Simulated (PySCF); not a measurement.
Molecule (SMILES): P (PH3).
Geometry (B3LYP-D3(BJ)/def2-TZVP, fixed):
```
P
H 1 1.4188
H 1 1.4188 2 93.38
H 1 1.4188 2 93.38 3 93.59
```

Basis-set convergence of the lowest singlet excitation energy at PBE0 with PySCF. Tamm-Dancoff approximation; the state is taken by its order, and sets in which it differs in degeneracy or brightness are left out, yet its character can still change. All functions are spherical. Density fitting with generated auxiliary sets. No added dispersion term, no relativity. Reference: the value in aug-pcseg-3, 6.538 eV, itself unsure by roughly 0.010 eV (its mean distance from aug-cc-pV(Q+d)Z, aug-pcseg-2, aug-cc-pV(T+d)Z). Deviations are taken from unrounded values. Cost is core time over that of def2-SVPD, rough, on shared machines of one kind.

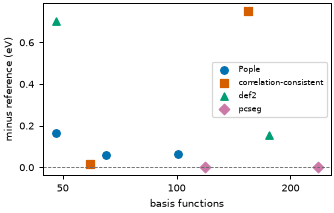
Figure: Deviation from the reference against the number of basis functions, by family of sets.

| basis | functions | lowest singlet excitation energy (eV) | minus reference (eV) | cost |
|---|---|---|---|---|
| 6-311+G** | 48 | 6.704 | 0.165 | 0.7× |
| def2-SVPD | 48 | 7.242 | 0.704 | 1× |
| aug-cc-pV(D+d)Z | 59 | 6.552 | 0.014 | 1× |
| 6-311++G(2d,2p) | 65 | 6.600 | 0.061 | 1× |
| 6-311++G(3df,3pd) | 101 | 6.604 | 0.065 | 3× |
| aug-pcseg-2 | 119 | 6.540 | 0.002 | 5× |
| cc-pV(Q+d)Z | 154 | 7.290 | 0.751 | 7× |
| def2-QZVPPD | 175 | 6.693 | 0.154 | 20× |
| aug-pcseg-3 | 236 | 6.538 | 0.000 | 20× |
